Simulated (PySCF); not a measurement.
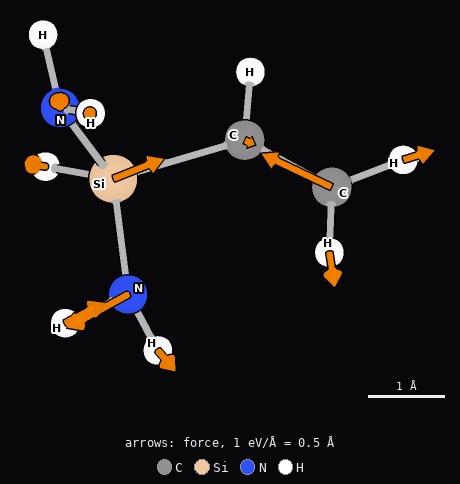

Starting geometry of C$_{2}$H$_{8}$N$_{2}$Si with the computed forces as orange arrows. A ball-and-stick model, seen at a tilt.

The start comes from GFN2-xTB. Its atoms were then displaced at random by about 0.01 Å.

The calculation used PBE0-D3(BJ)/def2-SVP geometry optimisation, gas phase in PySCF 2.14.0, density-fitted response routines. 

What follows when this structure is relaxed?

Answer. It isn't relaxed: the largest force vector, on an N atom, is 2.37 eV/Å. The final displacements have little in common with the starting forces (cosine between the two patterns 0.15). The energy falls by 4.46 kcal/mol in 10 geometry steps. An H atom moves most after the best rigid fit: 0.33 Å. Largest moves by element: H 0.33 Å, N 0.11 Å, C 0.08 Å, Si 0.05 Å. Some distances before and after: H–Si 1.443 → 1.501 Å, H–N 1.051 → 1.014 Å, C–Si 1.905 → 1.876 Å, C–H 1.069 → 1.096 Å. Among the angles between lasting bonds that change: H–N–H 107.5° → 111.4°, C–C–Si 126.5° → 123.4°, Si–N–H 115.8° → 118.4°. Groups turn about N–Si by about 25°. Cost: 39 s on 1 thread of Intel(R) Xeon(R) Platinum 8488C, with other jobs on the host.
